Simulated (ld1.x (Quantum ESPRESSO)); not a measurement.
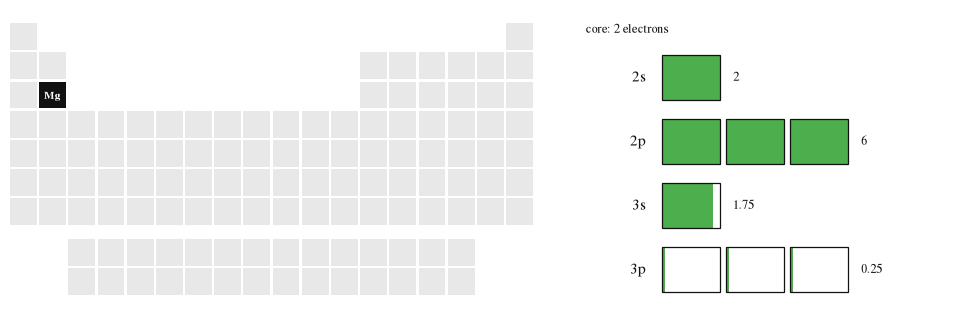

*Left, the place of magnesium in the periodic table; right, the valence shells of the reference configuration: a box for each of the 2l + 1 orbitals, shaded by the share of the shell that is filled, with the electron count at the right. The shells are those of the unaltered input.*

## Run report: Mg, pseudopotential generation

- system: magnesium (Mg, Z = 12), core [He], reference valence 2s2 2p6 3s1.75 3p0.25, valence charge 10. (This line and the method describe the unaltered input from which the odd one was made.)
- method: RRKJ potential, PBE, scalar-relativistic, made with ld1.x (Quantum ESPRESSO) 7.5

## Input file
```
 &input
   title='Mg', zed=12., rel=1, dft='PBE', iswitch=3, beta=0.7,
   config='[Ne] 3s1.75 3p0.25 3d-2',
   nld=3, rlderiv=0.95, eminld=-8.0, emaxld=5.0, deld=0.04
 /
 &inputp
   pseudotype=2, tm=.false., lloc=1,
   nlcc=.true., rcore=0.55,
   file_pseudopw='Mg.UPF', file_wfcaegen='ae.wfc', file_wfcncgen='nc.wfc', file_beta='beta', file_chi='chi'
 /
3
2S  1  0   2.00   0.00  0.85  0.85  0.0
3D  3  2  -2.00   0.30  0.65  0.65  0.0
2P  2  1   6.00   0.00  0.85  0.85  0.0
 &test
   configts(1)='2s2 2p6 3s1.75 3p0.25'
 /
```

Hardware: 1 CPU thread, shared host.

Launched with:
```bash
ld1.x < Mg.in > Mg.out
```

## Output
```
     Program LD1 v.7.5
     --------------------------- All-electron run ----------------------------

     Mg
     scalar relativistic calculation

     atomic number is 12.00
     dft =PBE   lsd =0 sic =0 latt =0  beta=0.70 tr2=1.0E-14
     Exchange-correlation= PBE
                           (   1   4   3   4   0   0   0)
     mesh =1129 r(mesh) = 100.99726 a.u. xmin = -7.00 dx = 0.01250
     1 Ry =  13.60569312 eV, c = 137.03599908

     n l     nl                  e(Ry)          e(Ha)          e(eV)
     1 0     1S 1( 2.00)       -92.6236       -46.3118     -1260.2087
     2 0     2S 1( 2.00)        -5.9088        -2.9544       -80.3927
     2 1     2P 1( 6.00)        -3.4661        -1.7330       -47.1583
     3 0     3S 1( 1.75)        -0.3655        -0.1827        -4.9728
     3 1     3P 1( 0.25)        -0.1131        -0.0566        -1.5391

     final scf error:  7.0E-15 reached in  12 iterations

     Etot =    -400.498082 Ry,    -200.249041 Ha,   -5449.054005 eV

     Ekin =     400.962121 Ry,     200.481060 Ha,    5455.367569 eV
     Encl =    -960.230834 Ry,    -480.115417 Ha,  -13064.606048 eV
     Eh   =     191.416375 Ry,      95.708187 Ha,    2604.352456 eV
     Exc  =     -32.645745 Ry,     -16.322872 Ha,    -444.167982 eV

     normalization and overlap integrals

     s(1S/1S) =  1.000000  <r> =   0.1306  <r2> =    0.0230  r(max) =   0.0854
     s(2S/2S) =  1.000000  <r> =   0.6971  <r2> =    0.5854  r(max) =   0.5434
     s(2P/2P) =  1.000000  <r> =   0.6892  <r2> =    0.6106  r(max) =   0.4796
     s(3S/3S) =  1.000000  <r> =   3.1239  <r2> =   11.4497  r(max) =   2.5284
     s(3P/3P) =  1.000000  <r> =   4.5322  <r2> =   24.8490  r(max) =   3.4559

     ------------------------ End of All-electron run ------------------------

     --------------------- Generating NC pseudopotential ---------------------

      Generating local pot.: lloc=1, matching radius rcloc =   0.8500

      Computing core charge for nlcc:

       r > 0.55 : true rho core
       r < 0.55 : rho core = a sin(br)/r    a=   0.36  b=   4.61

      Integrated core pseudo-charge :   2.02

      Wfc   2S  rcut= 0.852  Estimated cut-off energy=      176.33 Ry
      This function has    0 nodes for 0 < r <    0.852

      Wfc   3D  rcut= 0.647  Estimated cut-off energy=      528.59 Ry
      This function has    0 nodes for 0 < r <    0.647

     ------------------- End of pseudopotential generation -------------------

     --------------------------- All-electron run ----------------------------

     Mg
     scalar relativistic calculation

     atomic number is 12.00
     dft =PBE   lsd =0 sic =0 latt =0  beta=0.70 tr2=1.0E-14
     Exchange-correlation= PBE
                           (   1   4   3   4   0   0   0)
     mesh =1129 r(mesh) = 100.99726 a.u. xmin = -7.00 dx = 0.01250
     1 Ry =  13.60569312 eV, c = 137.03599908

     n l     nl                  e(Ry)          e(Ha)          e(eV)
     1 0     1S 1( 2.00)       -92.6236       -46.3118     -1260.2087
     2 0     2S 1( 2.00)        -5.9088        -2.9544       -80.3927
     2 1     2P 1( 6.00)        -3.4661        -1.7330       -47.1583
     3 0     3S 1( 1.75)        -0.3655        -0.1827        -4.9728
     3 1     3P 1( 0.25)        -0.1131        -0.0566        -1.5391

     final scf error:  7.0E-15 reached in  12 iterations

     Etot =    -400.498082 Ry,    -200.249041 Ha,   -5449.054005 eV

     Ekin =     400.962121 Ry,     200.481060 Ha,    5455.367569 eV
     Encl =    -960.230834 Ry,    -480.115417 Ha,  -13064.606048 eV
     Eh   =     191.416375 Ry,      95.708187 Ha,    2604.352456 eV
     Exc  =     -32.645745 Ry,     -16.322872 Ha,    -444.167982 eV

     normalization and overlap integrals

     s(1S/1S) =  1.000000  <r> =   0.1306  <r2> =    0.0230  r(max) =   0.0854
     s(2S/2S) =  1.000000  <r> =   0.6971  <r2> =    0.5854  r(max) =   0.5434
     s(2P/2P) =  1.000000  <r> =   0.6892  <r2> =    0.6106  r(max) =   0.4796
     s(3S/3S) =  1.000000  <r> =   3.1239  <r2> =   11.4497  r(max) =   2.5284
     s(3P/3P) =  1.000000  <r> =   4.5322  <r2> =   24.8490  r(max) =   3.4559

     ------------------------ End of All-electron run ------------------------

     Computing logarithmic derivative in   0.94778
     Computing logarithmic derivative in   0.94778
     Computing the partial wave expansion
     R is outside the sphere for l=    0 j= 0.00
       no projector for channel:   1
     R is outside the sphere for l=    2 j= 0.00

     ---------------------- Testing the pseudopotential ----------------------

     Mg
     scalar relativistic calculation

     atomic number is 12.00   valence charge is 10.00
     dft =PBE   lsd =0 sic =0 latt =0  beta=0.70 tr2=1.0E-14
     mesh =1129 r(mesh) = 100.99726 xmin = -7.00 dx = 0.01250

     n l     nl             e AE (Ry)        e PS (Ry)    De AE-PS (Ry)
     1 0     2S   1( 2.00)       -5.90875       -5.90877        0.00002
     2 1     2P   1( 6.00)       -3.46607       -3.46612        0.00005
     2 0     3S   1( 1.75)       -0.36549       -0.36401       -0.00148
     3 1     3P   1( 0.25)       -0.11312       -0.11205       -0.00106

     eps = 1.4E-15  iter = 10

     Etot =    -400.498082 Ry,    -200.249041 Ha,   -5449.054005 eV
     Etotps =  -126.616391 Ry,     -63.308196 Ha,   -1722.703760 eV

     Ekin =      92.779529 Ry,      46.389765 Ha,    1262.329800 eV
     Encl =    -311.135550 Ry,    -155.567775 Ha,   -4233.214809 eV
     Ehrt =      97.507690 Ry,      48.753845 Ha,    1326.659709 eV
     Ecxc =     -17.971314 Ry,      -8.985657 Ha,    -244.512182 eV
     (Ecc =      -0.650068 Ry,      -0.325034 Ha,      -8.844622 eV)
     Epseu=      12.203253 Ry,       6.101627 Ha,     166.033722 eV

     ---------------------- End of pseudopotential test ----------------------
```

## What the run reported

- outcome: generated

## What is odd here

One thing in this input was made odd on purpose: mixing beta=0.7. The program ran to the end. The all-electron atom is untouched: its total energy equals that from the unaltered input (−400.4981 Ry). The pseudo-atom's energy and levels in the reference configuration are also those from the unaltered input, so the oddity leaves no trace there. The pseudo-atom meets the occupied all-electron levels that the test lists within 0.00148 Ry. No test for ghost states or cutoffs was run on this potential, so its soundness isn't shown.
